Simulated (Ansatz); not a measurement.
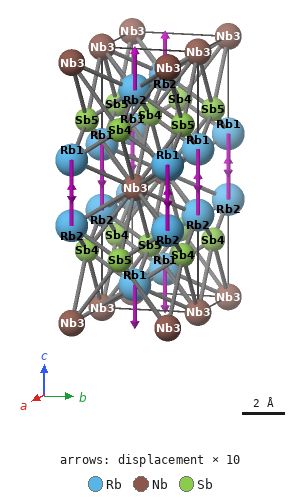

This is a relaxation of crystalline Rb₂NbSb₂ (built on the ThCr2Si2 type) (coarse preliminary run). The starting structure is drawn; purple arrows show the displacements (the part carried along by the change of the cell is left out), 10 times their true length.

The picture is a ball-and-stick view of the conventional cell (2 times the calculation's cell), repeated 2 × 1 × 1 with one cell outlined, seen slightly off an axis. Lengths and directions refer to the drawn axes.

Case: ThCr2Si2 type (I4/mmm, No. 139).

Level of theory: Ansatz, DFT PBE, scalar-relativistic, plane waves, PAW. Set-up: plane-wave cutoff 420 eV; k-point mesh 6 × 6 × 6; occupations gaussian; smearing width 0.1 eV; no spin polarisation; cell and atoms relaxed; force threshold 0.04 eV/Å; at most 70 steps.

### Which element moves most?

Rubidium: up to 0.22 Å, against 0.00 Å for antimony.

### Describe the change and its energy.

The energy falls by 1.797 eV per cell of the calculation in 5 accepted moves (6 points after the start). The largest force component goes from 3.4 to 0.037 eV/Å. The pressure goes from 10.03 to −0.03 GPa. The SCF was repeated once at an unchanged geometry on a basis and grid sized afresh for the cell, which shifted the energy by 7.6 meV per cell of the calculation at most. The largest moves relative to the cell, 0.22 Å, are those of Rb1 and Rb2. Rb1 goes along −c. Sb and Nb stay in place. The drawn cell changes as follows: a = b 4.860 → 5.363 Å (+10.3 %), c 12.751 → 13.210 Å (+3.6 %); the volume changes by +26.2 %. Near-neighbour distances that change, for instance: Rb1–Sb4 2.899 → 3.260 Å, Rb1–Rb2 3.213 → 2.895 Å, Rb1–Nb3 3.793 → 4.059 Å, Nb3–Sb4 4.008 → 4.254 Å. Bond angles that change, for instance: Rb1–Sb5–Rb1 113.9° → 110.6°. The space group stays I4/mmm (No. 139).
